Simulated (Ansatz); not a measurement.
# H2Cl (doublet): B2PLYP, PBE-QIDH, RPA-PBE over a scan of the distance Cl1–H2 along a hydrogen transfer, cc-pVTZ

How well do these functionals follow the top wave-function level for H2Cl (doublet) over a scan of the distance Cl1–H2 along a hydrogen transfer?

Method: cc-pVTZ, all electrons in the functionals, frozen cores in the correlation of double hybrids and RPA; program: Ansatz 0.2.0, Gaussian basis.

The runs, in order: B2PLYP, PBE-QIDH, RPA-PBE, at 1.279 Å; 1.320 Å; 1.403 Å; 1.486 Å; 1.569 Å.

5 further runs of the same task are left out: 1 for a mislabelled method, 4 that didn't finish.

## (1) The system

The geometry derives from fragments relaxed apart (PBE0/def2-TZVP) and kept rigid, so it is no stationary point. A hydrogen atom is moved between rigid fragments.

3 atoms, charge 0, spin multiplicity 2.

Atoms are counted from 1 here; the program's logs count them from 0.

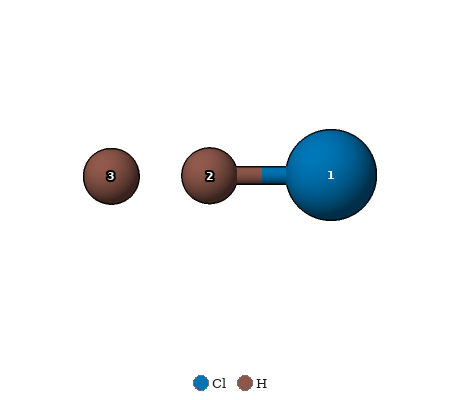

The geometry (chlorine blue, hydrogen brown); atoms are numbered from 1 in the order of the file.

Coordinates:

```xyz
3
charge 0, multiplicity 2
Cl    0.0000    0.0000   -1.1976
H     0.0000    0.0000    0.0812
H     0.0000    0.0000    1.1164
```

No dispersion term is added.

The geometry shown and the zero of energy belong to the point 1.279 Å. The yardstick, UCCSDT(Q), and other wave-function levels (R restricted, U unrestricted, valence and pair active spaces) come from earlier runs.

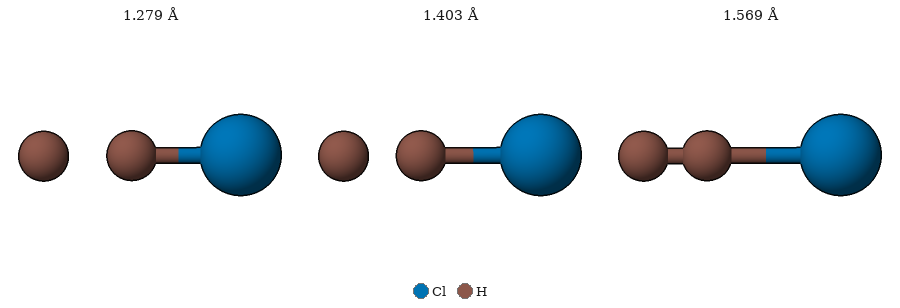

Three points of the scan; sticks are drawn by distance.

## (2) B2PLYP, 1.279 Å

File in.yaml:

```yaml
crystal:
  periodic: [false, false, false]
  atoms:
    - {symbol: Cl, position_ang: [0.000000, 0.000000, -1.197600]}
    - {symbol: H, position_ang: [0.000000, 0.000000, 0.081200]}
    - {symbol: H, position_ang: [0.000000, 0.000000, 1.116400]}
basis:
  gaussian: {orbitals: cc-pVTZ}
magnetization: {spin_polarized: true, initial_magnetization: 1}
hamiltonian: {xc: {name: B2PLYP}}
correlation: {electrons: outside_noble_gas}
```

Launch:

```console
ansatz run in.yaml --threads 1 --pin off --events-out ev --progress --plain --max-ram 2393MiB
```

The log of the run:

```text
Functional definition: B2PLYP
  name "B2PLYP"
  cite "Grimme, J. Chem. Phys. 124, 034108 (2006) doi:10.1063/1.2148954"
  cite "Becke, Phys. Rev. A 38, 3098 (1988) doi:10.1103/PhysRevA.38.3098"
  cite "Lee, Yang & Parr, Phys. Rev. B 37, 785 (1988) doi:10.1103/PhysRevB.37.785"
  parameter a = 0.53
  parameter c = 0.27
  exchange = (1 - a)*b88_x + a*exact_x
  correlation = (1 - c)*lyp_c + c*(mp2_os + mp2_ss)
349 factors; integrals over basis functions are off by at most 1.3e-3 eV
mean field evaluation 1: about -12547.1289 eV, gradient 6.5e0 eV
mean field evaluation 2: about -12547.1516 eV, gradient 6.4e0 eV
mean field evaluation 4: about -12547.5347 eV, gradient 1.1e0 eV
mean field evaluation 8: about -12547.5517 eV, gradient 3.7e-2 eV
mean field evaluation 16: about -12547.5517 eV, gradient 9.3e-6 eV
mean field -12547.55172046 eV, -461.1140206907 hartree, gradient 9.5e-6 eV, S^2 0.758689; 0 other end points of the search recorded, 0 dependent functions left out
5 core orbitals not correlated: weight in the atoms' cores, before any rotation towards them, 1.000 or more for the frozen orbitals, at most 0.000 for the correlated occupied ones
reference -12547.55183561 eV, -461.1140249227 hartree; 5, 4 occupied and 52, 53 virtual orbitals, 349 factors
second order -6.97588261 eV of doubles, -0.00000000 eV of singles
Total energy: -12549.43532392 eV, -461.1832418412 hartree
```

It took 0.9 s on 1 thread of Arm Neoverse V2, shared host.

From the report: ⟨S²⟩ of the determinant 0.759 (pure doublet: 0.75).

## (3) B2PLYP, 1.320 Å

File in.yaml:

```yaml
crystal:
  periodic: [false, false, false]
  atoms:
    - {symbol: Cl, position_ang: [0.000000, 0.000000, -1.211333]}
    - {symbol: H, position_ang: [0.000000, 0.000000, 0.108667]}
    - {symbol: H, position_ang: [0.000000, 0.000000, 1.102667]}
basis:
  gaussian: {orbitals: cc-pVTZ}
magnetization: {spin_polarized: true, initial_magnetization: 1}
hamiltonian: {xc: {name: B2PLYP}}
correlation: {electrons: outside_noble_gas}
```

Launched as before.

The log of the run, cut to the lines that bear on the results:

```text
Functional definition: B2PLYP
  name "B2PLYP"
  cite "Grimme, J. Chem. Phys. 124, 034108 (2006) doi:10.1063/1.2148954"
  cite "Becke, Phys. Rev. A 38, 3098 (1988) doi:10.1103/PhysRevA.38.3098"
  cite "Lee, Yang & Parr, Phys. Rev. B 37, 785 (1988) doi:10.1103/PhysRevB.37.785"
[...]
347 factors; integrals over basis functions are off by at most 1.4e-3 eV
[...]
mean field -12547.60175460 eV, -461.1158594118 hartree, gradient 2.0e-6 eV, S^2 0.761056; 0 other end points of the search recorded, 0 dependent functions left out
5 core orbitals not correlated: weight in the atoms' cores, before any rotation towards them, 1.000 or more for the frozen orbitals, at most 0.000 for the correlated occupied ones
reference -12547.60187068 eV, -461.1158636775 hartree; 5, 4 occupied and 52, 53 virtual orbitals, 347 factors
second order -7.00260418 eV of doubles, -0.00000000 eV of singles
Total energy: -12549.49257381 eV, -461.1853457359 hartree
```

It took 0.96 s on 1 thread of Arm Neoverse V2, shared host.

From the report: ⟨S²⟩ of the determinant 0.761 (pure doublet: 0.75).

From 1.279 Å: -1.3 kcal/mol.

## (4) B2PLYP, 1.403 Å

File in.yaml:

```yaml
crystal:
  periodic: [false, false, false]
  atoms:
    - {symbol: Cl, position_ang: [0.000000, 0.000000, -1.239000]}
    - {symbol: H, position_ang: [0.000000, 0.000000, 0.164000]}
    - {symbol: H, position_ang: [0.000000, 0.000000, 1.075000]}
basis:
  gaussian: {orbitals: cc-pVTZ}
magnetization: {spin_polarized: true, initial_magnetization: 1}
hamiltonian: {xc: {name: B2PLYP}}
correlation: {electrons: outside_noble_gas}
```

The command is unchanged.

The log of the run, cut to the lines that bear on the results:

```text
Functional definition: B2PLYP
  name "B2PLYP"
  cite "Grimme, J. Chem. Phys. 124, 034108 (2006) doi:10.1063/1.2148954"
  cite "Becke, Phys. Rev. A 38, 3098 (1988) doi:10.1103/PhysRevA.38.3098"
  cite "Lee, Yang & Parr, Phys. Rev. B 37, 785 (1988) doi:10.1103/PhysRevB.37.785"
[...]
349 factors; integrals over basis functions are off by at most 1.3e-3 eV
[...]
mean field -12547.66189475 eV, -461.1180695213 hartree, gradient 8.8e-6 eV, S^2 0.765135; 0 other end points of the search recorded, 0 dependent functions left out
5 core orbitals not correlated: weight in the atoms' cores, before any rotation towards them, 1.000 or more for the frozen orbitals, at most 0.000 for the correlated occupied ones
reference -12547.66201255 eV, -461.1180738506 hartree; 5, 4 occupied and 52, 53 virtual orbitals, 349 factors
second order -7.01693799 eV of doubles, -0.00000000 eV of singles
Total energy: -12549.55658581 eV, -461.1876981336 hartree
```

Wall time 0.93 s (1 thread of Arm Neoverse V2, shared host).

From the report: ⟨S²⟩ of the determinant 0.765 (pure doublet: 0.75).

From 1.279 Å: -2.8 kcal/mol.

## (5) B2PLYP, 1.486 Å

File in.yaml:

```yaml
crystal:
  periodic: [false, false, false]
  atoms:
    - {symbol: Cl, position_ang: [0.000000, 0.000000, -1.266667]}
    - {symbol: H, position_ang: [0.000000, 0.000000, 0.219333]}
    - {symbol: H, position_ang: [0.000000, 0.000000, 1.047333]}
basis:
  gaussian: {orbitals: cc-pVTZ}
magnetization: {spin_polarized: true, initial_magnetization: 1}
hamiltonian: {xc: {name: B2PLYP}}
correlation: {electrons: outside_noble_gas}
```

The command is unchanged.

The log of the run, cut to the lines that bear on the results:

```text
Functional definition: B2PLYP
  name "B2PLYP"
  cite "Grimme, J. Chem. Phys. 124, 034108 (2006) doi:10.1063/1.2148954"
  cite "Becke, Phys. Rev. A 38, 3098 (1988) doi:10.1103/PhysRevA.38.3098"
  cite "Lee, Yang & Parr, Phys. Rev. B 37, 785 (1988) doi:10.1103/PhysRevB.37.785"
[...]
345 factors; integrals over basis functions are off by at most 1.4e-3 eV
[...]
mean field -12547.70955922 eV, -461.1198211584 hartree, gradient 8.5e-6 eV, S^2 0.765690; 0 other end points of the search recorded, 0 dependent functions left out
5 core orbitals not correlated: weight in the atoms' cores, before any rotation towards them, 1.000 or more for the frozen orbitals, at most 0.000 for the correlated occupied ones
reference -12547.70967729 eV, -461.1198254973 hartree; 5, 4 occupied and 52, 53 virtual orbitals, 345 factors
second order -6.96307321 eV of doubles, -0.00000000 eV of singles
Total energy: -12549.58970706 eV, -461.1889153169 hartree
```

Run time: 0.93 s. Hardware: 1 thread of Arm Neoverse V2, shared host.

From the report: ⟨S²⟩ of the determinant 0.766 (pure doublet: 0.75).

From 1.279 Å: -3.6 kcal/mol.

## (6) B2PLYP, 1.569 Å

File in.yaml:

```yaml
crystal:
  periodic: [false, false, false]
  atoms:
    - {symbol: Cl, position_ang: [0.000000, 0.000000, -1.294333]}
    - {symbol: H, position_ang: [0.000000, 0.000000, 0.274667]}
    - {symbol: H, position_ang: [0.000000, 0.000000, 1.019667]}
basis:
  gaussian: {orbitals: cc-pVTZ}
magnetization: {spin_polarized: true, initial_magnetization: 1}
hamiltonian: {xc: {name: B2PLYP}}
correlation: {electrons: outside_noble_gas}
```

Same command.

The log of the run, cut to the lines that bear on the results:

```text
Functional definition: B2PLYP
  name "B2PLYP"
  cite "Grimme, J. Chem. Phys. 124, 034108 (2006) doi:10.1063/1.2148954"
  cite "Becke, Phys. Rev. A 38, 3098 (1988) doi:10.1103/PhysRevA.38.3098"
  cite "Lee, Yang & Parr, Phys. Rev. B 37, 785 (1988) doi:10.1103/PhysRevB.37.785"
[...]
343 factors; integrals over basis functions are off by at most 2.0e-3 eV
[...]
mean field -12547.71582779 eV, -461.1200515241 hartree, gradient 4.1e-6 eV, S^2 0.762776; 2 other end points of the search recorded, 0 dependent functions left out
5 core orbitals not correlated: weight in the atoms' cores, before any rotation towards them, 1.000 or more for the frozen orbitals, at most 0.000 for the correlated occupied ones
reference -12547.71594403 eV, -461.1200557957 hartree; 5, 4 occupied and 52, 53 virtual orbitals, 343 factors
second order -6.85313921 eV of doubles, -0.00000000 eV of singles
Total energy: -12549.56629162 eV, -461.1880548153 hartree
```

Wall time 1 s (1 thread of Arm Neoverse V2, shared host).

From the report: ⟨S²⟩ of the determinant 0.763 (pure doublet: 0.75).

From 1.279 Å: -3.0 kcal/mol.

## (7) PBE-QIDH, 1.279 Å

File in.yaml:

```yaml
crystal:
  periodic: [false, false, false]
  atoms:
    - {symbol: Cl, position_ang: [0.000000, 0.000000, -1.197600]}
    - {symbol: H, position_ang: [0.000000, 0.000000, 0.081200]}
    - {symbol: H, position_ang: [0.000000, 0.000000, 1.116400]}
basis:
  gaussian: {orbitals: cc-pVTZ}
magnetization: {spin_polarized: true, initial_magnetization: 1}
hamiltonian: {xc: {name: PBE-QIDH}}
correlation: {electrons: outside_noble_gas}
```

Launched as before.

The log of the run, cut to the lines that bear on the results:

```text
Functional definition: PBE-QIDH
  name "PBE-QIDH"
  cite "Brémond, Sancho-García, Pérez-Jiménez & Adamo, J. Chem. Phys. 141, 031101 (2014) doi:10.1063/1.4890314"
  cite "Perdew, Burke & Ernzerhof, Phys. Rev. Lett. 77, 3865 (1996) doi:10.1103/PhysRevLett.77.3865"
[...]
349 factors; integrals over basis functions are off by at most 1.3e-3 eV
[...]
mean field -12544.46307830 eV, -461.0005151849 hartree, gradient 5.8e-6 eV, S^2 0.760666; 0 other end points of the search recorded, 0 dependent functions left out
5 core orbitals not correlated: weight in the atoms' cores, before any rotation towards them, 1.000 or more for the frozen orbitals, at most 0.000 for the correlated occupied ones
reference -12544.46308718 eV, -461.0005155116 hartree; 5, 4 occupied and 52, 53 virtual orbitals, 349 factors
second order -6.48143617 eV of doubles, -0.00000000 eV of singles
Total energy: -12546.62356591 eV, -461.0799116403 hartree
```

Wall time 0.78 s (1 thread of Arm Neoverse V2, shared host).

From the report: ⟨S²⟩ of the determinant 0.761 (pure doublet: 0.75).

## (8) PBE-QIDH, 1.320 Å

File in.yaml:

```yaml
crystal:
  periodic: [false, false, false]
  atoms:
    - {symbol: Cl, position_ang: [0.000000, 0.000000, -1.211333]}
    - {symbol: H, position_ang: [0.000000, 0.000000, 0.108667]}
    - {symbol: H, position_ang: [0.000000, 0.000000, 1.102667]}
basis:
  gaussian: {orbitals: cc-pVTZ}
magnetization: {spin_polarized: true, initial_magnetization: 1}
hamiltonian: {xc: {name: PBE-QIDH}}
correlation: {electrons: outside_noble_gas}
```

Same command.

The log of the run, cut to the lines that bear on the results:

```text
Functional definition: PBE-QIDH
  name "PBE-QIDH"
  cite "Brémond, Sancho-García, Pérez-Jiménez & Adamo, J. Chem. Phys. 141, 031101 (2014) doi:10.1063/1.4890314"
  cite "Perdew, Burke & Ernzerhof, Phys. Rev. Lett. 77, 3865 (1996) doi:10.1103/PhysRevLett.77.3865"
[...]
347 factors; integrals over basis functions are off by at most 1.4e-3 eV
[...]
mean field -12544.49527908 eV, -461.0016985420 hartree, gradient 6.1e-6 eV, S^2 0.763998; 0 other end points of the search recorded, 0 dependent functions left out
5 core orbitals not correlated: weight in the atoms' cores, before any rotation towards them, 1.000 or more for the frozen orbitals, at most 0.000 for the correlated occupied ones
reference -12544.49528803 eV, -461.0016988707 hartree; 5, 4 occupied and 52, 53 virtual orbitals, 347 factors
second order -6.50124847 eV of doubles, -0.00000000 eV of singles
Total energy: -12546.66237085 eV, -461.0813376956 hartree
```

It took 0.78 s on 1 thread of Arm Neoverse V2, shared host.

From the report: ⟨S²⟩ of the determinant 0.764 (pure doublet: 0.75).

From 1.279 Å: -0.9 kcal/mol.

(Part 1 of 2 ends here.)
